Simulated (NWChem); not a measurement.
**One shape, several levels: B2H5Cl (diborane mono Cl)**

Wanted: a comparison of 5 runs (HF/STO-3G, HF/3-21G, PBE0/aug-cc-pVDZ, B3LYP/6-31G*) of B2H5Cl (diborane mono Cl). 

The results are computed with NWChem 7.3.0.

### Step 1. The molecule

B2H5Cl has 8 atoms, charge 0, and is taken as a singlet. Geometry: relaxed at GFN2-xTB.

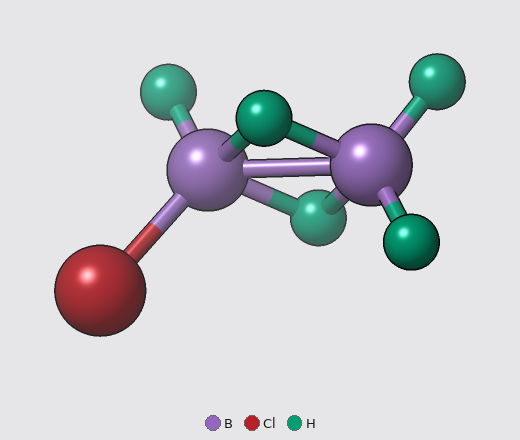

The structure, seen from a chosen angle (boron purple, chlorine red, hydrogen teal).

### Step 2. Energy and forces at HF/STO-3G (run 1)

m1.nw reads:

```
start m1
memory 2200 mb

geometry units angstrom noautosym nocenter noautoz
 B    -0.625560   -0.102170    0.600360
 Cl   -0.201000   -0.815930    2.154150
 H    -1.752110    0.200790    0.467260
 H     0.199030    0.900780    0.273280
 B     0.600570    0.159720   -0.729860
 H     0.241910    0.639370   -1.736430
 H     1.724590   -0.139470   -0.606410
 H    -0.187430   -0.843090   -0.422350
end

basis "ao basis" spherical bse
 * library STO-3G
end

scf
 singlet
 rhf
 thresh 1e-08
 maxiter 80
 print low
end

task scf gradient
```

Started as:

```
$ nwchem m1.nw > m1.out
```

Output:

```text
[...]
  functions       =    24
[...]
  wavefunction    = RHF
[...]
         Total SCF energy =   -506.205522287753
      One-electron energy =   -861.662765414757
      Two-electron energy =    272.864884807537
 Nuclear repulsion energy =     82.592358319466
        Time for solution =      0.5s
[...]
                         RHF ENERGY GRADIENTS
    atom               coordinates                        gradient
                 x          y          z           x          y          z
   1 B      -1.182137  -0.193073   1.134516    0.012702  -0.007938   0.012414
   2 Cl     -0.379835  -1.541884   4.070753   -0.008554   0.008789  -0.017306
   3 H      -3.311008   0.379438   0.882993   -0.012986  -0.000119   0.007453
   4 H       0.376112   1.702227   0.516424    0.001431  -0.006898  -0.003437
   5 B       1.134913   0.301827  -1.379235   -0.010759  -0.004142   0.017003
   6 H       0.457144   1.208234  -3.281377    0.001864   0.004500  -0.012486
   7 H       3.259003  -0.263560  -1.145949    0.012155  -0.000472  -0.005664
   8 H      -0.354191  -1.593209  -0.798126    0.004148   0.006280   0.002023
 Task  times  cpu:        0.6s     wall:        0.6s
 Total times  cpu:        0.6s     wall:        0.6s
```

Run time: 1.1 s. Hardware: 1 thread of AMD EPYC 9R45 (Zen 5), shared host; peak memory 0.099 GiB.

### Step 3. Energy and forces at HF/3-21G (run 2)

a.nw reads:

```
start a
title "B2ClH5"
memory 2200 mb
geometry noautosym nocenter noautoz
  B       -0.625560      -0.102170       0.600360
  Cl      -0.201000      -0.815930       2.154150
  H       -1.752110       0.200790       0.467260
  H        0.199030       0.900780       0.273280
  B        0.600570       0.159720      -0.729860
  H        0.241910       0.639370      -1.736430
  H        1.724590      -0.139470      -0.606410
  H       -0.187430      -0.843090      -0.422350
end
basis "ao basis" spherical bse
  B library 3-21G
  Cl library 3-21G
  H library 3-21G
end
scf
  thresh 1e-08
  maxiter 80
  print low
end
task scf gradient
```

Started as:

```
$ nwchem a.nw > a.out
```

Output:

```text
[...]
  functions       =    41
[...]
  wavefunction    = RHF
[...]
         Total SCF energy =   -509.255888013970
      One-electron energy =   -864.514404368783
      Two-electron energy =    272.666158035347
 Nuclear repulsion energy =     82.592358319466
        Time for solution =      0.6s
[...]
                         RHF ENERGY GRADIENTS
    atom               coordinates                        gradient
                 x          y          z           x          y          z
   1 B      -1.182137  -0.193073   1.134516   -0.003980  -0.011766   0.031246
   2 Cl     -0.379835  -1.541884   4.070753   -0.010389   0.011904  -0.024080
   3 H      -3.311008   0.379438   0.882993   -0.001656  -0.002263   0.006538
   4 H       0.376112   1.702227   0.516424    0.003456  -0.001529  -0.002549
   5 B       1.134913   0.301827  -1.379235    0.005109   0.001228  -0.005246
   6 H       0.457144   1.208234  -3.281377    0.007691  -0.002578   0.002077
   7 H       3.259003  -0.263560  -1.145949   -0.004122   0.003602  -0.006802
   8 H      -0.354191  -1.593209  -0.798126    0.003891   0.001402  -0.001183
 Task  times  cpu:        0.7s     wall:        0.7s
 Total times  cpu:        0.7s     wall:        0.7s
```

Wall time 1.2 s (1 thread of AMD EPYC 9R45 (Zen 5), shared host); peak memory 0.1 GiB.

Runs 3 to 4 aren't shown in full; the table further down has their settings and results.

### Step 4. Energy and gradient at B3LYP/6-31G(d) (Cartesian functions) (run 5)

a.xyz reads:

```xyz
8

B     -0.625560    -0.102170     0.600360
Cl    -0.201000    -0.815930     2.154150
H     -1.752110     0.200790     0.467260
H      0.199030     0.900780     0.273280
B      0.600570     0.159720    -0.729860
H      0.241910     0.639370    -1.736430
H      1.724590    -0.139470    -0.606410
H     -0.187430    -0.843090    -0.422350
```

run.py reads:

```python
from ase.io import read
from ase.calculators.nwchem import NWChem

system = read('a.xyz')

calc = NWChem(
    label='a',
    theory='dft',
    memory='2200 mb',
    basis='6-31G*',
    dft={'xc': 'b3lyp', 'mult': '1', 'grid': 'xfine', 'convergence': 'energy 1e-08', 'iterations': '100', 'mulliken': None},
)
system.calc = calc

forces = system.get_forces()
e = system.get_potential_energy()
print(f"E = {e:.6f} eV")
print("forces (eV/A):")
for s, f in zip(system.symbols, forces):
    print(f"{s:2s} {f[0]:10.5f} {f[1]:10.5f} {f[2]:10.5f}")
print("dipole (e A):", system.get_dipole_moment().round(4))
```

Started as:

```
$ export ASE_NWCHEM_COMMAND="nwchem PREFIX.nwi > PREFIX.nwo"
$ python run.py
```

Output:

```text
E = -13957.419618 eV
forces (eV/A):
B     0.61187    0.11426   -0.59521
Cl    0.26251   -0.24806    0.47571
H    -0.24549    0.18872   -0.33501
H     0.01090    0.24158    0.03759
B    -0.57953   -0.09971    0.53433
H    -0.41122    0.21731   -0.31213
H     0.42202   -0.22842    0.34108
H    -0.07107   -0.18574   -0.14630
dipole (e A): [-0.0393  0.0907 -0.2052]
```

The calculator wrote a.nwi:

```
title "a"

permanent_dir a

scratch_dir a

start a

geometry units angstrom nocenter noautosym noautoz
  B  -6.2556000000000000e-01 -1.0217000000000000e-01 6.0036000000000000e-01
  Cl -2.0100000000000001e-01 -8.1593000000000004e-01 2.1541500000000000e+00
  H  -1.7521100000000001e+00 2.0079000000000000e-01 4.6726000000000001e-01
  H  1.9903000000000001e-01 9.0078000000000003e-01 2.7328000000000002e-01
  B  6.0057000000000005e-01 1.5972000000000000e-01 -7.2985999999999995e-01
  H  2.4190999999999999e-01 6.3936999999999999e-01 -1.7364299999999999e+00
  H  1.7245900000000001e+00 -1.3947000000000001e-01 -6.0641000000000000e-01
  H  -1.8743000000000001e-01 -8.4309000000000001e-01 -4.2235000000000000e-01
end

memory 2200 mb

basis noprint
   * library 6-31G*
end

dft
  xc b3lyp
  mult 1
  grid xfine
  convergence energy 1e-08
  iterations 100
  mulliken
end

task dft gradient
```

a.nwo:

```text
Northwest Computational Chemistry Package (NWChem) 7.3.0
             --------------------------------------------------------

           Job information
           ---------------

    nwchem branch   = 7.3.0
    use scalapack   = T
    input           = a.nwi
    prefix          = a.
    data base       = a/a.db
    status          = startup
    nproc           =        1

           Memory information
           ------------------

[... 5 lines left out ...]
    hardfail = no
[... 98 lines left out ...]
  convergence criterion.
[... 42 lines left out ...]
          Spatial weights used:  Erf1
[... 32 lines left out ...]
 1-e energy   =    -866.183805
[... 46 lines left out ...]
           Coulomb energy =      310.715905455651
[... 485 lines left out ...]
          Convergence on density requested:  1.00D-05
[... 28 lines left out ...]
          total energy or number of iterations.
[... 36 lines left out ...]
                 ----------------------------------------
                 |  Time  |  1-e(secs)   |  2-e(secs)   |
                 ----------------------------------------
                 |  CPU   |       0.00   |       0.66   |
                 ----------------------------------------
                 |  WALL  |       0.00   |       0.66   |
                 ----------------------------------------

 Task  times  cpu:       10.5s     wall:       10.5s
 Total times  cpu:       10.6s     wall:       10.6s
```

It took 11 s on 1 thread of AMD EPYC 9R45 (Zen 5), shared host; peak memory 0.14 GiB.

### Step 5. All runs side by side

```
run                               level  iteration cap  module  energy (Eh)  largest force (eV/Å)  wall time
  1                           HF/STO-3G             80     scf  -506.205522                 1.091      1.1 s
  2                            HF/3-21G             80     scf  -509.255888                 1.729      1.2 s
  3                    PBE0/aug-cc-pVDZ            100     dft  -512.696782                 1.091       31 s
  4  B3LYP/6-31G* (spherical functions)            100     dft  -512.921193                 0.858       10 s
  5  B3LYP/6-31G* (Cartesian functions)            100     dft  -512.925714                 0.861       11 s
```

### Step 6. Results

```
                       quantity          value
            run 5: total energy  -512.92571 Eh
           run 5: dipole moment         1.09 D
             run 5: HOMO energy       -8.49 eV
             run 5: LUMO energy       -1.17 eV
           run 5: HOMO–LUMO gap        7.32 eV
run 5: largest force on an atom     0.861 eV/Å
```

What this shows: Totals of different functionals can't be ranked against each other. In run 1 the basis is minimal, so the values are rough. All runs together took 55 s, the longest 31 s.
